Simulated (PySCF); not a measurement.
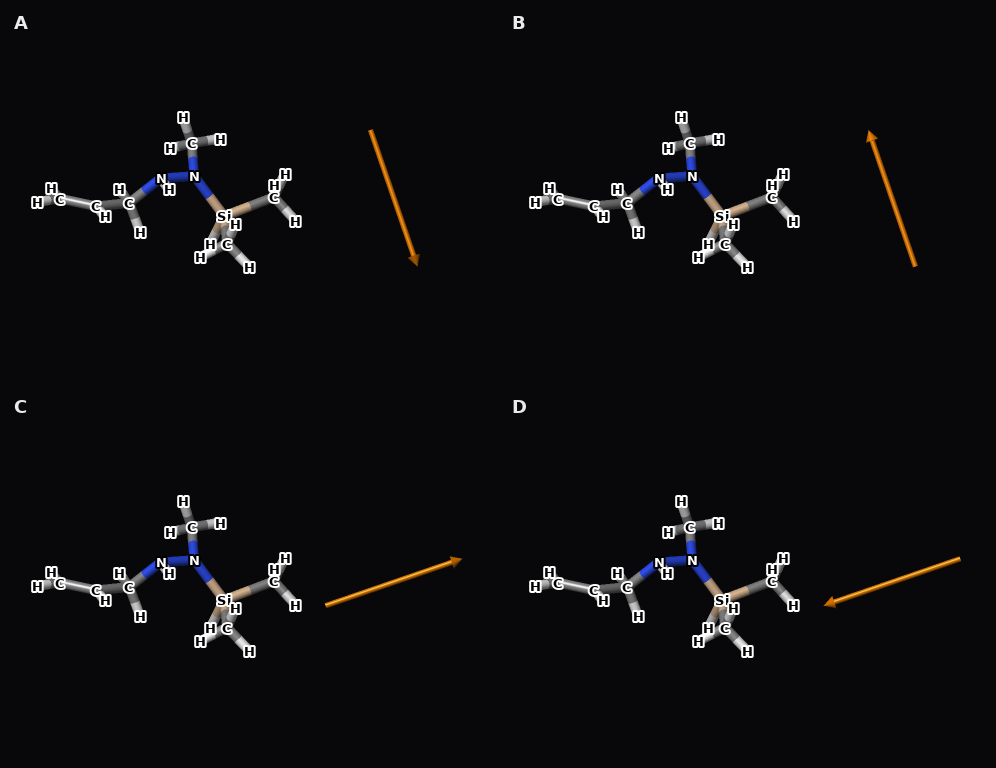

The same molecule four times, each with an arrow. The geometry was computed by an optimisation with GFN2-xTB. No frequency run is at hand to confirm it as a minimum. Properties computed with PBE0/pcSseg-1, gas phase (PySCF 2.14.0).

> Which arrow points along the dipole moment, from the negative to the positive end?

A. The dipole moment is 0.65 D.

The geometry is semi-empirical. Around Si such bond lengths and angles can be off by a tenth of an ångström or more and by several degrees, and values that hang on the shape move with them.
